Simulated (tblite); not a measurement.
Frequency calculation, with input and output: BSiH3ClOF

The run: frequency calculation of BSiH3ClOF, SMILES FB(Cl)O[SiH3]. Method and program: GFN1-xTB, R-SCC (tblite 0.8.0).

The geometry was optimised with GFN1-xTB.

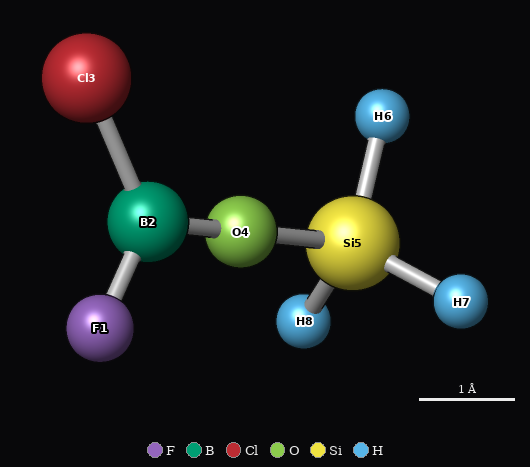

The structure as given in the input (ball-and-stick view, seen at a tilt; atoms are numbered from 1 in the order of the input).

### Summary

| quantity | value |
| --- | --- |
| outcome | converged |
| total energy | −19.201383 hartree |
| basis functions | 36 |
| largest force | 0.001 eV/Å |
| HOMO | −12.64 eV |
| LUMO | −6.45 eV |
| zero-point energy | 0.036258 hartree |
| dipole moment | 1.19 D |
| wavenumbers, lowest and highest | 9i and 2247 cm⁻¹ |
| hardware | 1 thread of Intel Xeon @ 2.50GHz (Skylake/Cascade Lake), 189 GiB of memory available, shared host |
| wall time | 0.74 s |
| peak memory | 0.067 GiB |

### The input (run.py)
```python
import json
import numpy as np
from tblite.interface import Calculator
from tblite.interface import symbols_to_numbers
from ase.data import atomic_masses

symbols = list(map(str, np.loadtxt("input.xyz", skiprows=2, usecols=0, dtype=str, ndmin=1)))
numbers = np.array(symbols_to_numbers(symbols))
positions = np.loadtxt("input.xyz", skiprows=2, usecols=(1, 2, 3), ndmin=2) / 0.529177210903

tb = Calculator("GFN1-xTB", numbers, positions, charge=0, uhf=0)
tb.set("verbosity", 0)
tb.set("accuracy", 0.01)
wfn = tb.singlepoint()
h = 0.005  # bohr
n = positions.size
H, D = np.zeros((n, n)), np.zeros((n, 3))
for a in range(n):
    g, d = [], []
    for sign in (1, -1):
        x = positions.ravel().copy()
        x[a] += sign * h
        tb.update(x.reshape(-1, 3))
        y = tb.singlepoint()
        g.append(y.get('gradient').ravel())
        d.append(y.get('dipole'))
    H[a], D[a] = (g[0] - g[1]) / (2 * h), (d[0] - d[1]) / (2 * h)
mass = np.repeat(atomic_masses[numbers], 3)
H = (H + H.T) / 2 / np.sqrt(np.outer(mass, mass))
# project out translations and rotations
com = positions - atomic_masses[numbers] @ positions / atomic_masses[numbers].sum()
T = [np.tile(v, len(numbers)) for v in np.eye(3)] + [np.cross(com, v).ravel() for v in np.eye(3)]
U, sv, _ = np.linalg.svd((np.array(T) * np.sqrt(mass)).T)
Q = U[:, (sv > 1e-3 * sv.max()).sum():]
w, V = np.linalg.eigh(Q.T @ H @ Q)
freq = np.sign(w) * np.sqrt(np.abs(w)) * 5140.487
inten = (((Q @ V).T / np.sqrt(mass)) @ D) ** 2
inten = inten.sum(axis=1) * 974.88
print(f"E = {wfn.get('energy'):.8f} Eh, max gradient {np.abs(wfn.get('gradient')).max():.2e} Eh/bohr")
print("mode   frequency/cm^-1   IR/(km/mol)")
for i, (v, s) in enumerate(zip(freq, inten), 1):
    print(f"{i:4d} {v:14.2f} {s:14.3f}")
zpe = freq[freq > 0].sum() / 2 / 219474.63
print(f"imaginary modes: {(freq < -10).sum()}, zero-point energy {zpe:.6f} Eh = {zpe * 627.5095:.4f} kcal/mol")
out = {k: np.asarray(wfn.get(k)).tolist() for k in ("energy", "gradient", "charges", "dipole", "orbital-energies", "orbital-occupations")}
out.update(symbols=symbols, positions=(positions * 0.529177210903).tolist(), frequencies=freq.tolist(), intensities=inten.tolist(), zpe=zpe)
json.dump(out, open("results.json", "w"))
```

### File input.xyz
```
8

F     -1.626018    -1.389174    -1.409757
B     -1.472150    -0.584137    -0.356985
Cl    -2.875632    -0.197418     0.584844
O     -0.234809    -0.114076    -0.081018
Si     1.257021     0.458483     0.250345
H      1.144422     1.362344     1.376474
H      2.085849    -0.683393     0.570376
H      1.721318     1.147381    -0.934279
```

Launched with:
```bash
python run.py
```

### Output
```
E = -19.20138304 Eh, max gradient 1.17e-05 Eh/bohr
mode   frequency/cm^-1   IR/(km/mol)
   1          -9.30          0.003
   2          94.02          0.031
   3         139.26          0.227
   4         286.02         19.392
   5         415.27         11.765
   6         510.55         75.738
   7         529.08         19.351
   8         622.75        171.757
   9         626.51        202.099
  10         848.36        311.728
  11         857.90        364.789
  12         858.89        387.978
  13         901.52         48.467
  14        1163.99        655.157
  15        1331.31       1089.426
  16        2237.21        243.772
  17        2245.78        106.582
  18        2247.10        307.994
imaginary modes: 0, zero-point energy 0.036258 Eh = 22.7524 kcal/mol
```

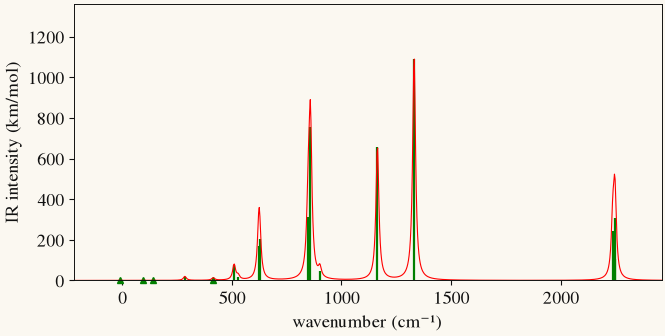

Harmonic infrared spectrum, unscaled: sticks (degenerate modes added up, dark ones marked on the axis) with a Lorentzian envelope of 16 cm⁻¹ full width, scaled to the tallest stick; imaginary modes are drawn at negative wavenumbers. 18 modes from 9i to 2247 cm⁻¹, 1 imaginary beyond 8i (9i cm⁻¹): not a clean minimum; so soft a mode can be a shallow saddle, an incomplete relaxation or noise of the force constants. The strongest line is at 1331 cm⁻¹ (1089 km/mol).

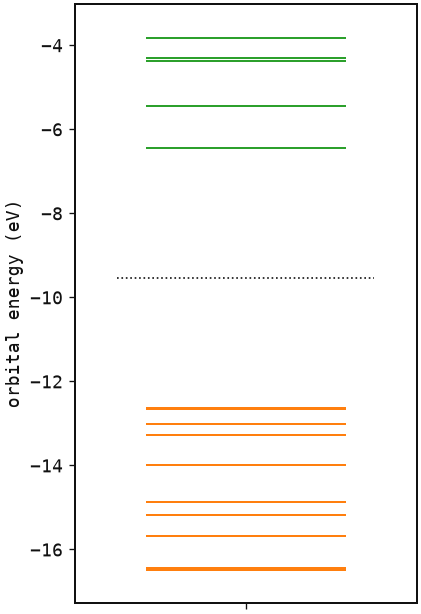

Orbital energies near the frontier; the dotted line parts filled from empty levels, and levels within 0.02 eV of each other stand side by side. Highest filled −12.64 eV, lowest empty −6.45 eV, 6.19 eV apart.

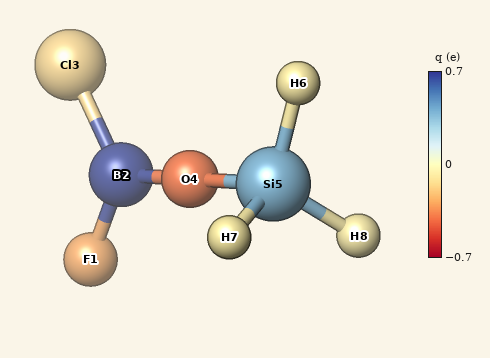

Mulliken charges, as the colour of each atom (ball-and-stick view, seen at a tilt; atoms are numbered from 1 in the order of the input). By element: F −0.29, B +0.67, Cl −0.16, O −0.40, Si +0.38 and H −0.07 to −0.06 e.
